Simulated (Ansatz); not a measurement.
Geometry relaxation, with input and output: C$_{2}$H$_{8}$OSi (part 2 of 2)

The same run, continued: C$_{2}$H$_{8}$OSi; RKS B3LYP-D4/def2-SVP (Ansatz 0.2.0). It belongs to a series of runs on one base structure; here: start relaxed.

Geometry of the input (Å):
```
Si 0.0000  0.0000  0.0000
O  0.0000  0.0000  1.6800
H  -0.9095  -0.2814  2.0171
H  1.3768  0.0000  -0.4862
C  -0.8808  1.5259  -0.6227
H  -1.9334  1.2723  -0.8671
H  -0.8624  2.3106  0.1622
H  -0.3704  1.9025  -1.5336
C  -0.8808  -1.5259  -0.6227
H  -1.3804  -2.0377  0.2261
H  -1.6409  -1.2332  -1.3768
H  -0.1449  -2.2146  -1.0879
```

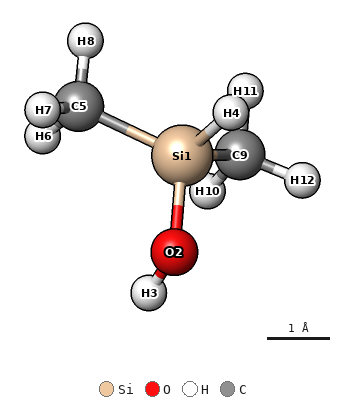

The geometry at step 9 of the log (ball-and-stick view, seen at a tilt; atoms are numbered from 1 in the order of the input).

Trajectory as extended XYZ, continued:
```
12
Properties=species:S:1:pos:R:3:forces:R:3 step=3 energy=-12126.12247
Si   -0.0271    0.0019    0.0127    0.0258   0.0348   0.0478
O     0.0046   -0.0367    1.6985    0.0313  -0.0211  -0.3025
H    -0.8443   -0.2736    2.0835   -0.1096  -0.0163   0.2220
H     1.4132    0.0444   -0.3798   -0.0799   0.0177   0.0091
C    -0.9048    1.5511   -0.6149   -0.0903   0.1583  -0.0015
H    -2.0034    1.4175   -0.6967    0.2206   0.0023   0.0525
H    -0.7172    2.3994    0.0731   -0.0090  -0.1253  -0.1450
H    -0.5293    1.8421   -1.6159   -0.0682  -0.0686   0.1327
C    -0.8708   -1.5531   -0.6644   -0.0102  -0.0978  -0.0884
H    -1.4847   -2.0449    0.1132    0.0384   0.0737  -0.0462
H    -1.5370   -1.3346   -1.5194    0.0995   0.0140   0.0765
H    -0.1259   -2.2950   -1.0016   -0.0485   0.0284   0.0430
12
Properties=species:S:1:pos:R:3:forces:R:3 step=4 energy=-12126.14419
Si   -0.0470    0.0110    0.0095    0.1270  -0.0328   0.0698
O     0.0024   -0.0536    1.6855   -0.1060  -0.0610   0.1165
H    -0.7939   -0.3358    2.1540    0.0952   0.0571  -0.0875
H     1.3842    0.0809   -0.3829    0.0800   0.0140  -0.0437
C    -0.9265    1.5575   -0.6026    0.3900  -0.4859  -0.2133
H    -2.0050    1.4168   -0.5642   -0.5025   0.1008   0.0247
H    -0.6432    2.4207   -0.0013    0.0416   0.3432   0.2024
H    -0.6383    1.7522   -1.6488   -0.0553   0.0331  -0.0273
C    -0.8586   -1.5451   -0.6919    0.0645   0.2766   0.2764
H    -1.6010   -1.9253    0.0265   -0.1294  -0.0472  -0.0211
H    -1.3720   -1.3184   -1.6312   -0.1228  -0.0573  -0.2504
H    -0.1278   -2.3425   -0.8643    0.1178  -0.1407  -0.0464
12
Properties=species:S:1:pos:R:3:forces:R:3 step=5 energy=-12126.18455
Si   -0.0237    0.0023    0.0135    0.0105  -0.0112   0.0214
O     0.0416   -0.0803    1.6894   -0.0684  -0.0438   0.0308
H    -0.7762   -0.2866    2.1603    0.0932   0.0359  -0.0764
H     1.4050    0.0866   -0.4049   -0.0328   0.0013   0.0081
C    -0.9427    1.5343   -0.5754   -0.0037   0.0075  -0.0040
H    -2.0330    1.4296   -0.4445   -0.0024   0.0266   0.0229
H    -0.6131    2.4327   -0.0293   -0.0045   0.0018   0.0003
H    -0.7522    1.7036   -1.6490   -0.0140  -0.0063  -0.0017
C    -0.8471   -1.5346   -0.7068    0.0168  -0.0151   0.0027
H    -1.7216   -1.8268   -0.0990   -0.0070   0.0190  -0.0374
H    -1.2058   -1.3477   -1.7338    0.0410  -0.0334   0.0210
H    -0.1579   -2.3948   -0.7321   -0.0287   0.0176   0.0123
12
Properties=species:S:1:pos:R:3:forces:R:3 step=6 energy=-12126.17535 accepted=F
Si   -0.0122   -0.0025    0.0100   -0.0655   0.0078  -0.0081
O     0.0747   -0.1043    1.6838   -0.1394  -0.0327   0.0516
H    -0.7548   -0.2563    2.1584    0.1662   0.0354  -0.0965
H     1.4095    0.0939   -0.4316   -0.0513  -0.0030   0.0218
C    -0.9609    1.5226   -0.5498   -0.1988   0.2704  -0.0414
H    -2.0490    1.4484   -0.3288    0.2976  -0.0207  -0.0399
H    -0.5825    2.4387   -0.0540   -0.0476  -0.1618  -0.0958
H    -0.8583    1.6664   -1.6457   -0.0144  -0.0390   0.2087
C    -0.8364   -1.5298   -0.7199   -0.3301  -0.4854  -0.2651
H    -1.8293   -1.7289   -0.2235    0.6448   0.1105  -0.3430
H    -1.0334   -1.3905   -1.8195    0.1358  -0.1274   0.6823
H    -0.1941   -2.4392   -0.5911   -0.3972   0.4457  -0.0747
12
Properties=species:S:1:pos:R:3:forces:R:3 step=7 energy=-12126.19510
Si   -0.0231    0.0006    0.0087    0.0048   0.0021  -0.0192
O     0.0583   -0.0942    1.6817   -0.0463  -0.0209   0.0391
H    -0.7660   -0.2742    2.1497    0.0449   0.0168  -0.0119
H     1.4004    0.0913   -0.4191   -0.0023   0.0045  -0.0130
C    -0.9527    1.5335   -0.5626   -0.0152   0.0235   0.0079
H    -2.0390    1.4448   -0.3896    0.0105   0.0036   0.0154
H    -0.5963    2.4345   -0.0373    0.0041  -0.0054  -0.0086
H    -0.8015    1.6911   -1.6443   -0.0097  -0.0032   0.0045
C    -0.8419   -1.5353   -0.7120   -0.0022  -0.0356  -0.0096
H    -1.7672   -1.7809   -0.1610    0.0025   0.0211  -0.0348
H    -1.1188   -1.3784   -1.7688    0.0302  -0.0252   0.0203
H    -0.1788   -2.4145   -0.6570   -0.0211   0.0185   0.0099
12
Properties=species:S:1:pos:R:3:forces:R:3 step=8 energy=-12126.20160
Si   -0.0233   -0.0011    0.0043    0.0029   0.0191  -0.0384
O     0.0705   -0.1042    1.6765   -0.0319  -0.0122   0.0136
H    -0.7563   -0.2625    2.1472    0.0293   0.0088   0.0080
H     1.3947    0.0984   -0.4390    0.0043  -0.0042   0.0017
C    -0.9616    1.5338   -0.5494   -0.0343   0.0330  -0.0038
H    -2.0427    1.4564   -0.3350    0.0539   0.0090   0.0013
H    -0.5773    2.4370   -0.0458   -0.0140  -0.0333  -0.0238
H    -0.8485    1.6795   -1.6387   -0.0151  -0.0050   0.0456
C    -0.8371   -1.5375   -0.7186   -0.0759  -0.1144  -0.0600
H    -1.8104   -1.7363   -0.2260    0.1350   0.0243  -0.0937
H    -1.0339   -1.4126   -1.8019    0.0476  -0.0352   0.1591
H    -0.2008   -2.4326   -0.5851   -0.1020   0.1101  -0.0096
12
Properties=species:S:1:pos:R:3:forces:R:3 step=9 energy=-12126.20665
Si   -0.0234    0.0048   -0.0113    0.0093  -0.2048   0.2051
O     0.0857   -0.1152    1.6607    0.0790   0.0564  -0.0324
H    -0.7232   -0.2583    2.1625   -0.0616  -0.0016  -0.0112
H     1.4001    0.0917   -0.4469   -0.0576   0.0508  -0.0440
C    -0.9818    1.5340   -0.5361    0.0658   0.0367  -0.0527
H    -2.0460    1.4712   -0.2542   -0.0017  -0.0124   0.0189
H    -0.5568    2.4392   -0.0729   -0.0167   0.0084  -0.0012
H    -0.9344    1.6616   -1.6311   -0.0145   0.0092   0.0006
C    -0.8318   -1.5384   -0.7290    0.0328   0.0829  -0.0041
H    -1.8573   -1.6667   -0.3438   -0.0309   0.0159  -0.0258
H    -0.8919   -1.4543   -1.8260   -0.0359  -0.0628  -0.0523
H    -0.2659   -2.4510   -0.4833    0.0321   0.0214  -0.0009
12
Properties=species:S:1:pos:R:3:forces:R:3 step=10 energy=-12126.10982 accepted=F
Si   -0.0407   -0.0271    0.0298    0.0006   0.7708  -0.7592
O     0.0874   -0.0881    1.7027   -0.0712  -0.2390  -0.2664
H    -0.7302   -0.2492    2.1838   -0.0831  -0.0075   0.1330
H     1.3204    0.1444   -0.4803    0.6220  -0.2040   0.0644
C    -0.9402    1.5299   -0.5322   -0.4754  -0.0430   0.2791
H    -1.9955    1.4425   -0.2168   -0.0861   0.1904  -0.0651
H    -0.5357    2.4498   -0.0798    0.0641  -0.0658   0.0484
H    -0.9403    1.6669   -1.6269    0.0831  -0.1503   0.0161
C    -0.8340   -1.5322   -0.7716   -0.1529  -0.3002   0.5056
H    -1.8629   -1.6551   -0.3869    0.0131  -0.1019  -0.0171
H    -0.9023   -1.5481   -1.8734    0.1817   0.3061   0.1076
H    -0.2527   -2.4152   -0.4600   -0.0961  -0.1555  -0.0466
12
Properties=species:S:1:pos:R:3:forces:R:3 step=11 energy=-12126.21086
Si   -0.0235   -0.0046   -0.0055   -0.0024  -0.0014   0.0062
O     0.0915   -0.1183    1.6652   -0.0041  -0.0009  -0.0015
H    -0.7294   -0.2272    2.1587    0.0040   0.0030  -0.0044
H     1.3899    0.0987   -0.4624    0.0041   0.0014  -0.0016
C    -0.9791    1.5308   -0.5263   -0.0014   0.0022   0.0013
H    -2.0386    1.4717   -0.2238    0.0017   0.0019   0.0022
H    -0.5473    2.4383   -0.0745    0.0007   0.0016  -0.0006
H    -0.9536    1.6530   -1.6224   -0.0030  -0.0012   0.0017
C    -0.8306   -1.5392   -0.7373   -0.0011  -0.0009  -0.0014
H    -1.8683   -1.6568   -0.3806    0.0003   0.0003  -0.0049
H    -0.8642   -1.4781   -1.8383    0.0026  -0.0036   0.0026
H    -0.2735   -2.4499   -0.4644   -0.0014  -0.0023   0.0005
12
Properties=species:S:1:pos:R:3:forces:R:3 step=12 energy=-12126.21106
Si   -0.0243   -0.0057   -0.0068    0.0050   0.0026   0.0022
O     0.0945   -0.1212    1.6635   -0.0037  -0.0020  -0.0016
H    -0.7253   -0.2186    2.1611    0.0018   0.0023  -0.0068
H     1.3882    0.1001   -0.4661    0.0041  -0.0015  -0.0002
C    -0.9821    1.5304   -0.5213   -0.0112   0.0062  -0.0020
H    -2.0362    1.4770   -0.1981    0.0106   0.0039  -0.0041
H    -0.5387    2.4393   -0.0828   -0.0037  -0.0068  -0.0043
H    -0.9773    1.6460   -1.6188   -0.0010  -0.0024   0.0143
C    -0.8288   -1.5403   -0.7418   -0.0190  -0.0234  -0.0157
H    -1.8784   -1.6425   -0.4129    0.0386  -0.0021  -0.0147
H    -0.8303   -1.4923   -1.8453   -0.0005  -0.0040   0.0453
H    -0.2880   -2.4537   -0.4421   -0.0211   0.0270  -0.0123
12
Properties=species:S:1:pos:R:3:forces:R:3 step=13 energy=-12126.20911 accepted=F
Si   -0.0181   -0.0060   -0.0094   -0.0794  -0.0514   0.0046
O     0.0946   -0.1279    1.6596    0.0483   0.0171   0.0213
H    -0.7327   -0.2033    2.1469   -0.0291  -0.0045   0.0339
H     1.4002    0.0961   -0.4646   -0.0806   0.0076  -0.0012
C    -0.9868    1.5296   -0.5166    0.1122  -0.0415   0.0046
H    -2.0388    1.4819   -0.1906   -0.0169  -0.0280   0.0166
H    -0.5375    2.4376   -0.0839   -0.0022   0.0186  -0.0041
H    -0.9831    1.6377   -1.6132   -0.0150   0.0298  -0.0428
C    -0.8310   -1.5425   -0.7414    0.1394   0.1265   0.0608
H    -1.8769   -1.6458   -0.4148   -0.0784   0.0078   0.0243
H    -0.8268   -1.4857   -1.8396   -0.0226  -0.0326  -0.1233
H    -0.2899   -2.4532   -0.4441    0.0245  -0.0495   0.0053
12
Properties=species:S:1:pos:R:3:forces:R:3 step=14 energy=-12126.21119
Si   -0.0237   -0.0064   -0.0067    0.0007  -0.0004   0.0000
O     0.0935   -0.1229    1.6634   -0.0009  -0.0004  -0.0002
H    -0.7285   -0.2110    2.1590    0.0003   0.0009  -0.0006
H     1.3892    0.0987   -0.4655   -0.0006  -0.0003   0.0003
C    -0.9822    1.5300   -0.5198   -0.0001  -0.0006  -0.0002
H    -2.0349    1.4785   -0.1930    0.0002   0.0000   0.0005
H    -0.5364    2.4390   -0.0847    0.0004   0.0000  -0.0001
H    -0.9813    1.6437   -1.6171   -0.0005  -0.0001   0.0003
C    -0.8281   -1.5407   -0.7428   -0.0002   0.0008  -0.0001
H    -1.8766   -1.6445   -0.4147    0.0002   0.0000  -0.0001
H    -0.8296   -1.4921   -1.8449    0.0001   0.0001  -0.0002
H    -0.2879   -2.4537   -0.4447    0.0005  -0.0001   0.0002
```
